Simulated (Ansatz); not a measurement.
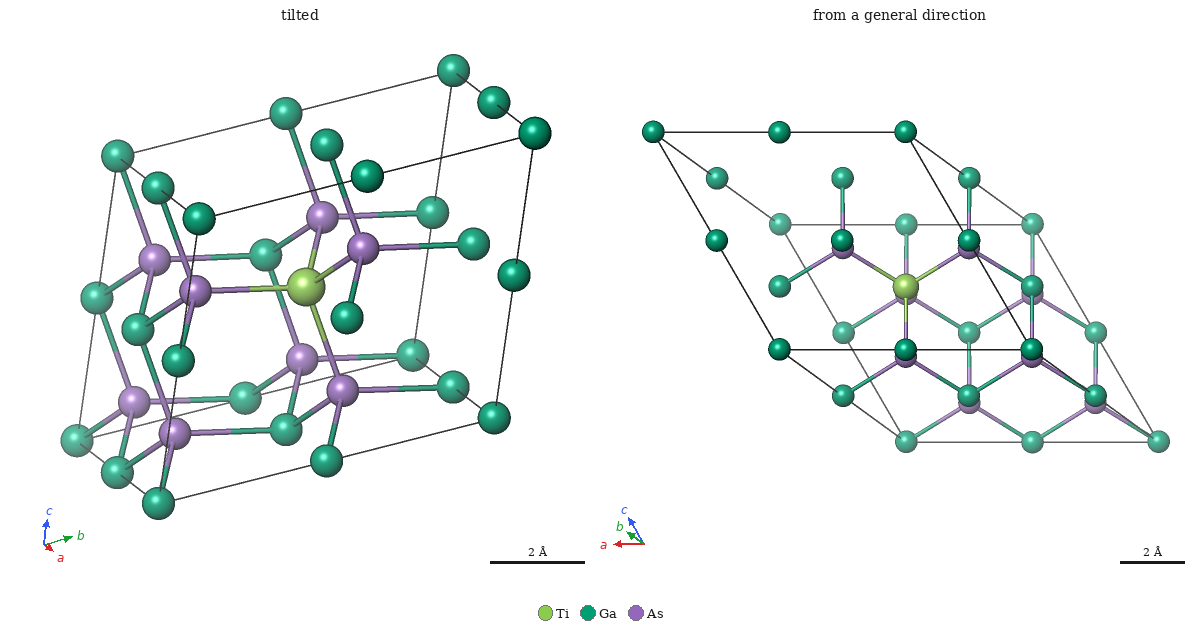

An orthographic ball-and-stick view of the structure, slightly off an axis and from a general direction. The lines enclose the supercell; boundary atoms appear with their images. The host is GaAs, in a cell of 16 sites, and the cell carries a charge of -1.

Describe the defect.

Answer. Titanium on a gallium site (a substitutional impurity). It is bonded to four As in a tetrahedral arrangement at about 2.4 Å.

Level of theory: DFT LDA, scalar-relativistic, plane waves, PAW (Ansatz). Settings were a kinetic-energy cutoff of 420 eV, a 3×3×3 k-point grid, Gaussian smearing of 0.02 eV, collinear spins.

Does a spin moment come with the defect?

Answer. Yes, 1.1 μB in the cell.

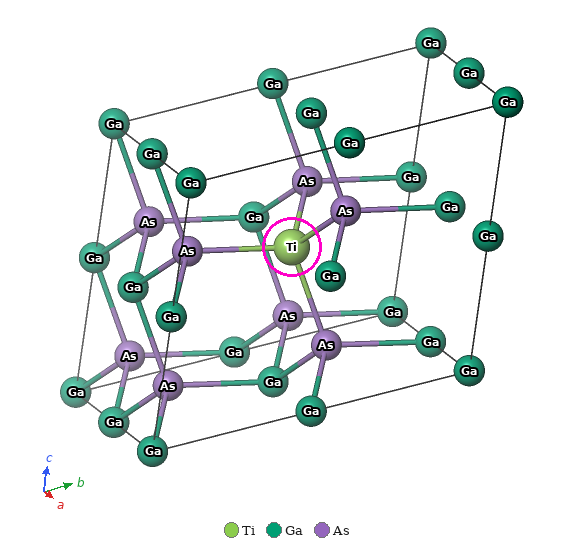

The same cell with a ring at the defect's site.

The atoms were relaxed in the host's cell with DFT LDA, scalar-relativistic, plane waves, PAW in Ansatz 0.2.0.
